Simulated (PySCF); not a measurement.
## NMR shielding calculation, with input and output: C3H10N2Si

The run: NMR shielding calculation of C3H10N2Si, SMILES N[SiH2]NC1CC1. Method and program: GIAO PBE0/pcSseg-1 NMR shielding, non-relativistic, IEF-PCM chloroform (PySCF 2.14.0).

The geometry comes from this level: PBE0-D3(BJ)/def2-SVP. It belongs to a series of runs on one base structure; here: solvent chloroform. Figures and captions count atoms from 1; the log counts them from 0 in places.

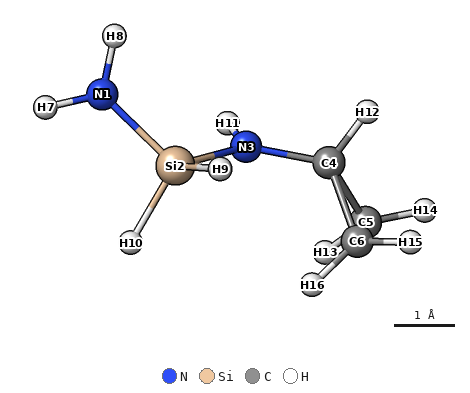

**Figure 1.** The structure as given in the input (ball-and-stick view, seen at a tilt; atoms are numbered from 1 in the order of the input). Bond lengths as drawn: C–C 1.50 Å, C–H 1.09 to 1.10 Å, C–N 1.42 Å, H–N 1.01 Å, H–Si 1.50 Å and N–Si 1.73 Å.

### Results in brief

- outcome: converged
- total energy: −518.917528 hartree
- HOMO: −6.52 eV
- LUMO: 1.27 eV
- dipole moment: 1.34 D
- isotropic shielding, N: 219.4 to 251.3 ppm
- isotropic shielding, Si: 390.5 ppm
- isotropic shielding, C: 160.5 to 175.4 ppm
- isotropic shielding, H: 26.2 to 31.1 ppm
- hardware: 1 CPU thread, shared host
- wall time: 16 s
- peak memory: 0.9 GiB

### The input
```
{"job": {"kind": "nmr", "xc": "PBE0", "basis": "pcSseg-1", "solvent": "chloroform", "pop": true}, "charge": 0, "multiplicity": 1}
N      2.977338    -0.617373     0.087061
Si     1.542057     0.287085    -0.230592
N      0.215894    -0.622987     0.403396
C     -1.006862    -0.114911     0.923516
C     -2.299634    -0.416006     0.216663
C     -1.733827     0.971082     0.184258
H      3.768996    -0.548427    -0.541055
H      3.271121    -0.819687     1.035850
H      1.421547     1.649234     0.385470
H      1.572337     0.480109    -1.719484
H      0.282803    -1.635060     0.384430
H     -1.078990    -0.055742     2.020022
H     -2.226278    -1.007553    -0.699731
H     -3.191485    -0.609265     0.818579
H     -2.220948     1.755820     0.768243
H     -1.298970     1.316799    -0.757774
```

The first line tells a small driver script what to run in PySCF; the rest is the geometry in Å.

Command:
```bash
OMP_NUM_THREADS=1 python <driver script> task.json out
```

### Log
```
coarse grid: 13208 points
cycle   1  E = -518.8241469322  dE =  6.377e-01  |g| = 5.324e-01  |ddm| = 3.490e+00
cycle   2  E = -518.7878308580  dE =  3.632e-02  |g| = 6.784e-01  |ddm| = 1.013e+00
cycle   3  E = -518.8878425254  dE = -1.000e-01  |g| = 4.559e-02  |ddm| = 6.070e-01
cycle   4  E = -518.8881695065  dE = -3.270e-04  |g| = 2.496e-02  |ddm| = 5.490e-02
cycle   5  E = -518.8883136029  dE = -1.441e-04  |g| = 4.348e-03  |ddm| = 2.147e-02
cycle   6  E = -518.8883174168  dE = -3.814e-06  |g| = 1.269e-03  |ddm| = 4.457e-03
final grid: 121256 points
cycle   7  E = -518.9175104584  dE = -2.720e-05  |g| = 8.731e-03  |ddm| = 2.517e-02
cycle   8  E = -518.9174995426  dE =  1.092e-05  |g| = 1.137e-02  |ddm| = 1.602e-02
cycle   9  E = -518.9175280146  dE = -2.847e-05  |g| = 5.658e-04  |ddm| = 8.638e-03
cycle  10  E = -518.9175280766  dE = -6.191e-08  |g| = 2.246e-04  |ddm| = 5.802e-04
cycle  11  E = -518.9175280878  dE = -1.125e-08  |g| = 3.123e-05  |ddm| = 1.977e-04
cycle  12  E = -518.9175280880  dE = -1.637e-10  |g| = 1.062e-05  |ddm| = 3.707e-05
```

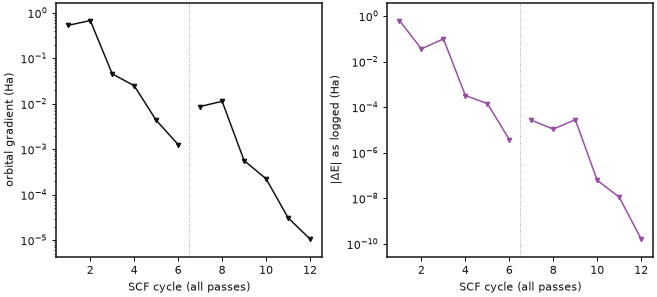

**Figure 2.** Convergence of the self-consistent field: orbital gradient and size of the energy change against the SCF cycle. The dotted line marks the change from a coarse to the final integration grid. The first 6 cycles use a coarse grid, the final grid takes over at cycle 7, and the field converges after 12 cycles in all.

```
converged SCF energy = -518.9175280880

GIAO shielding tensors (ppm)
atom      isotropic    diamagn.    paramagn.     s11        s22        s33       span
  0 N      251.289     317.140     -65.852    211.711    267.026    275.129     63.418
  1 Si     390.499     880.040    -489.541    346.692    379.364    445.441     98.749
  2 N      219.420     324.129    -104.709    176.502    216.120    265.638     89.136
  3 C      160.471     242.051     -81.581    129.607    136.155    215.650     86.042
  4 C      175.381     254.925     -79.543    138.106    173.901    214.138     76.032
  5 C      174.051     252.277     -78.227    142.346    171.624    208.182     65.835
  6 H       30.661      28.568       2.094     23.577     25.712     42.696     19.119
  7 H       30.755      29.968       0.787     23.375     27.265     41.626     18.252
  8 H       26.199      30.801      -4.602     22.396     26.198     30.003      7.607
  9 H       26.536      30.500      -3.965     22.575     25.562     31.470      8.894
 10 H       30.465      33.622      -3.157     21.238     30.212     39.944     18.705
 11 H       28.896      29.553      -0.656     20.914     27.790     37.985     17.071
 12 H       31.125      31.228      -0.102     25.495     28.912     38.969     13.474
 13 H       30.779      29.744       1.035     25.070     26.421     40.846     15.776
 14 H       30.702      30.025       0.677     25.349     26.088     40.668     15.319
 15 H       30.749      31.576      -0.827     25.891     28.348     38.008     12.117
```

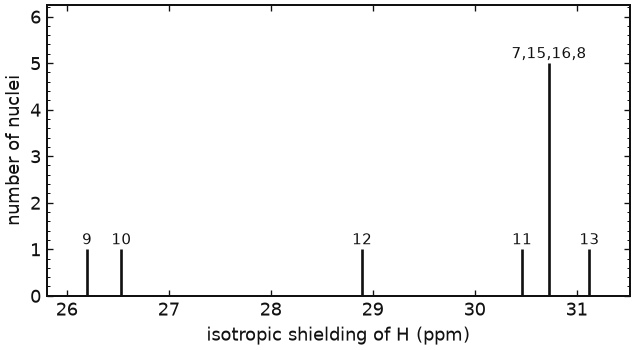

**Figure 3.** Isotropic shieldings of the hydrogen nuclei in this fixed geometry, labelled by atom number; shielding grows to the right, so chemical shift grows to the left. The least shielded is H9 (26.2 ppm), the most shielded H13 (31.1 ppm).

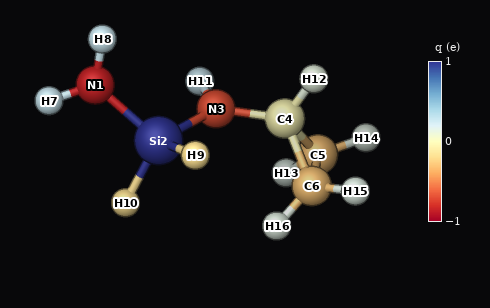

**Figure 4.** IAO charges, as the colour of each atom (ball-and-stick view, seen at a tilt; atoms are numbered from 1 in the order of the input). By element: N −0.85 to −0.68, Si +0.99, C −0.30 to −0.02 and H −0.18 to +0.27 e.
